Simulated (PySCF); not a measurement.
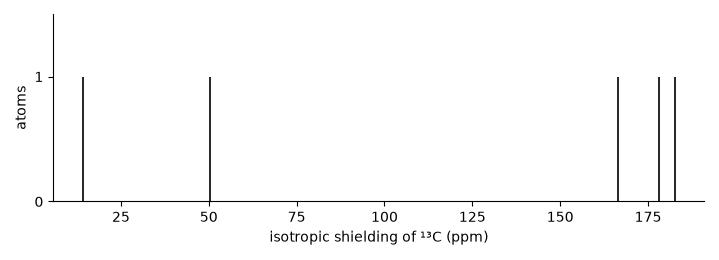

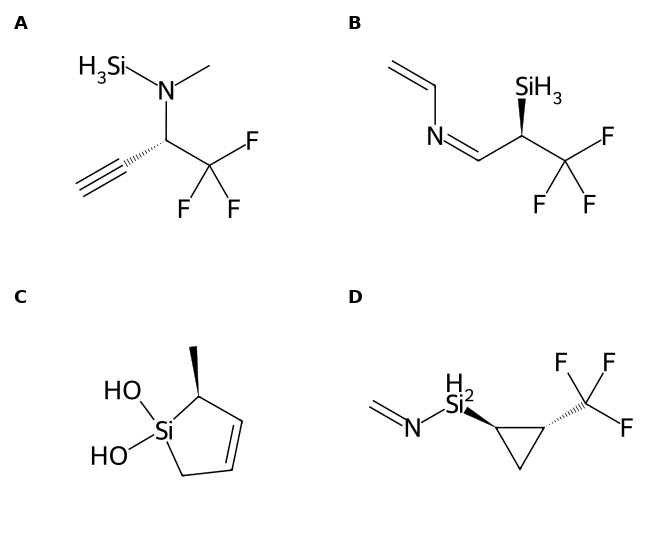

The sticks are computed shieldings of one of the molecules, for one fixed geometry (GFN2-xTB) without averaging over rotations. Low shielding means a high chemical shift. Method: GIAO PBE0/pcSseg-1 NMR shielding, non-relativistic, gas phase (PySCF 2.14.0).

> Match the spectrum to a structure.

D, `C=N[SiH2][C@@H]1C[C@H]1C(F)(F)F`. Its 5 C atoms give lines at 14.1, 50.3, 166.4, 178.2, 182.6 ppm.

The geometry is semi-empirical. Around Si such bond lengths and angles can be off by a tenth of an ångström or more and by several degrees, and values that hang on the shape move with them.
